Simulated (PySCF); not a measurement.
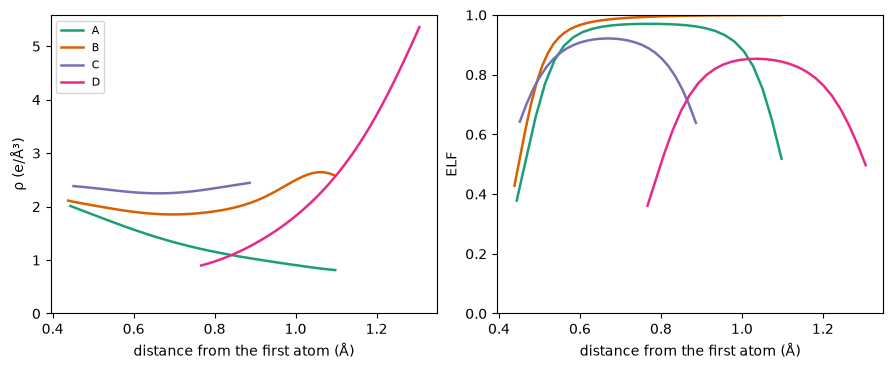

The picture shows: C₉H₁₈OSi₂ (Si(vinyl)3(OSiMe3)). Electron density and ELF along straight lines between neighbouring atoms. The curves leave out the atomic cores.

Geometry: PBE0-D3(BJ)/def2-SVP.

All numbers below come from PySCF 2.14.0, PBE0/pcSseg-1, SCF density, gas phase, non-relativistic.

```xyz
30

Si    0.2354    0.6545    0.8526
C     0.1061    0.1360    2.6435
C     0.7102    0.7603    3.6620
H    -0.5218   -0.7365    2.8675
H     1.3496    1.6371    3.5046
H     0.5983    0.4288    4.7009
C     2.0224    0.7578    0.2996
C     3.0703    0.3268    1.0119
H     2.2275    1.2099   -0.6816
H     2.9422   -0.1291    2.0001
H     4.0996    0.4089    0.6450
C    -0.5683    2.3200    0.5681
C    -1.1721    3.0492    1.5135
H    -0.5439    2.7281   -0.4530
H    -1.2338    2.7026    2.5515
H    -1.6304    4.0212    1.2982
O    -0.5651   -0.4846   -0.0481
Si   -0.7789   -1.2359   -1.5222
C    -1.8204   -0.1212   -2.6118
C    -1.6587   -2.8527   -1.1884
C     0.8940   -1.5404   -2.3150
H    -2.0268   -0.5945   -3.5852
H    -1.3058    0.8337   -2.8039
H    -2.7850    0.1064   -2.1318
H    -2.6239   -2.6769   -0.6893
H    -1.8539   -3.4007   -2.1240
H    -1.0515   -3.4985   -0.5350
H     1.4039   -0.5920   -2.5461
H     1.5481   -2.1152   -1.6411
H     0.7890   -2.1042   -3.2558
```

Which curve belongs to which contact (C–C, C–H, C–Si and Si–O)? The first atom named is at distance zero.

Curve A: C–Si (1.87 Å): ρ is about 0.98 e/Å³ halfway; the ELF peaks at about 1 between the atoms; a shared electron pair. Curve B: C–H (1.10 Å): ρ at the midpoint is about 2 e/Å³; the ELF climbs to about 1 towards the hydrogen, as it does in any bond to H; a covalent bond by its length. Curve C: C–C (1.34 Å): ρ is about 2.2 e/Å³ halfway; the ELF peaks at about 0.90 between the atoms: a short, multiple covalent bond. Curve D: Si–O (1.66 Å): the density is about 1.1 e/Å³ at the midpoint; the ELF peaks at about 0.85 between the atoms; a polar covalent bond.
